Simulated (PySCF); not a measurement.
**C₅H₁₄Si: density, localisation and related maps**

```json
{"atom": "C", "x (Å)": "-3.2655", "y (Å)": "-0.1069", "z (Å)": "0.0711"}
{"atom": "C", "x (Å)": "-1.9048", "y (Å)": "0.5328", "z (Å)": "0.3195"}
{"atom": "C", "x (Å)": "-0.7711", "y (Å)": "-0.3251", "z (Å)": "-0.2372"}
{"atom": "C", "x (Å)": "0.6057", "y (Å)": "0.2931", "z (Å)": "-0.0017"}
{"atom": "C", "x (Å)": "1.7255", "y (Å)": "-0.5784", "z (Å)": "-0.5645"}
{"atom": "Si", "x (Å)": "3.4580", "y (Å)": "0.1538", "z (Å)": "-0.2936"}
{"atom": "H", "x (Å)": "-4.0638", "y (Å)": "0.5140", "z (Å)": "0.4714"}
{"atom": "H", "x (Å)": "-3.3188", "y (Å)": "-1.0841", "z (Å)": "0.5465"}
{"atom": "H", "x (Å)": "-3.4346", "y (Å)": "-0.2380", "z (Å)": "-0.9956"}
{"atom": "H", "x (Å)": "-1.8748", "y (Å)": "1.5198", "z (Å)": "-0.1483"}
{"atom": "H", "x (Å)": "-1.7585", "y (Å)": "0.6723", "z (Å)": "1.3931"}
{"atom": "H", "x (Å)": "-0.8057", "y (Å)": "-1.3126", "z (Å)": "0.2306"}
{"atom": "H", "x (Å)": "-0.9224", "y (Å)": "-0.4658", "z (Å)": "-1.3107"}
{"atom": "H", "x (Å)": "0.7573", "y (Å)": "0.4345", "z (Å)": "1.0714"}
{"atom": "H", "x (Å)": "0.6413", "y (Å)": "1.2806", "z (Å)": "-0.4687"}
{"atom": "H", "x (Å)": "1.6676", "y (Å)": "-1.5676", "z (Å)": "-0.1044"}
{"atom": "H", "x (Å)": "1.5523", "y (Å)": "-0.7298", "z (Å)": "-1.6325"}
{"atom": "H", "x (Å)": "3.5470", "y (Å)": "1.4602", "z (Å)": "-0.9502"}
{"atom": "H", "x (Å)": "4.4555", "y (Å)": "-0.7522", "z (Å)": "-0.8665"}
{"atom": "H", "x (Å)": "3.7047", "y (Å)": "0.3103", "z (Å)": "1.1419"}
```

Geometry: GFN2-xTB, NEB image 0 of 0 to 8.

These are results of PBE0/pcSseg-1, SCF density, gas phase, non-relativistic in PySCF 2.14.0, not measurements.

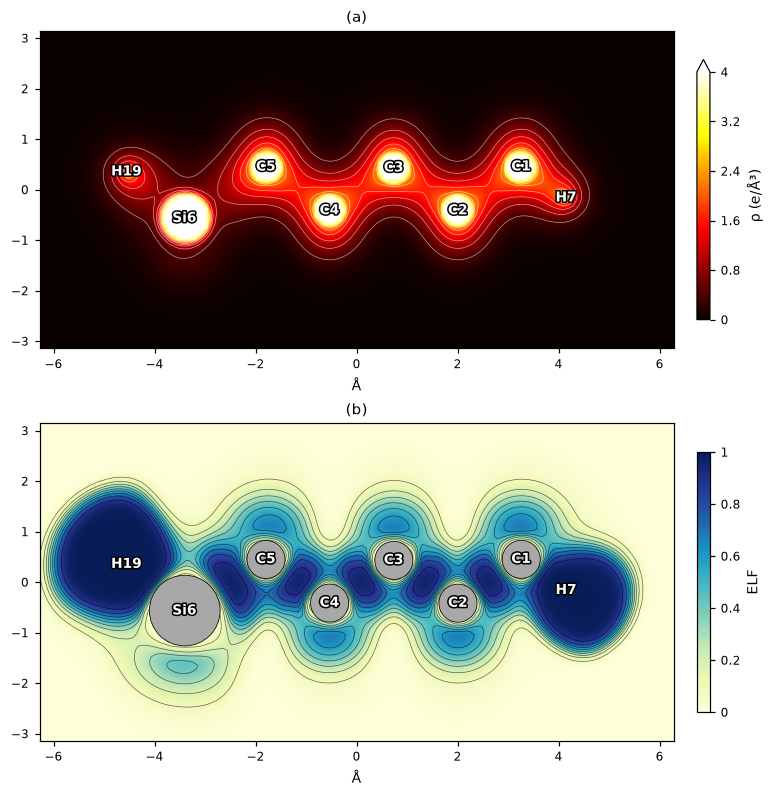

Figure 1. (a) total electron density; (b) electron localisation function on the plane of atoms C2, C1 and H7. Grey discs cover the atomic cores in the ELF map.

What does the map show?

The section cuts through C, Si and H sites.
C–C (1.52 Å): ρ is about 1.6 e/Å³ halfway; the ELF peaks at about 0.95 between the atoms (a covalent bond).
C–Si (1.90 Å): the density is about 0.92 e/Å³ at the midpoint; the ELF peaks at about 0.95 between the atoms, as expected for localised, covalent bonding.
C–H (1.09 Å): ρ is about 2 e/Å³ halfway; the ELF climbs to about 1 towards the hydrogen, as it does in any bond to H; a covalent bond by its length.
Si–H (1.46 Å): ρ at the midpoint is about 0.8 e/Å³; the ELF climbs to about 1 towards the hydrogen.

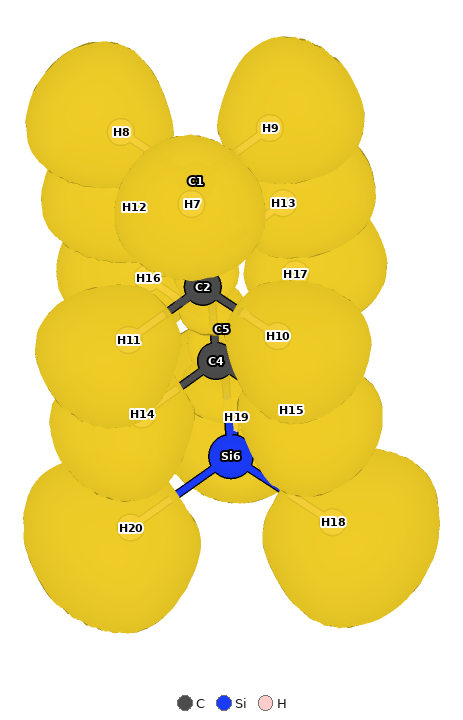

Figure 2. Isosurface of the ELF at 0.85 (yellow), seen at an oblique angle. Core shells and regions of very low density are left out.

Describe the localisation domains.

At this value the surface marks out four regions between bonded C–C atoms (shared pairs), one region between bonded C–Si atoms (shared pairs) and 14 regions around hydrogen nuclei.
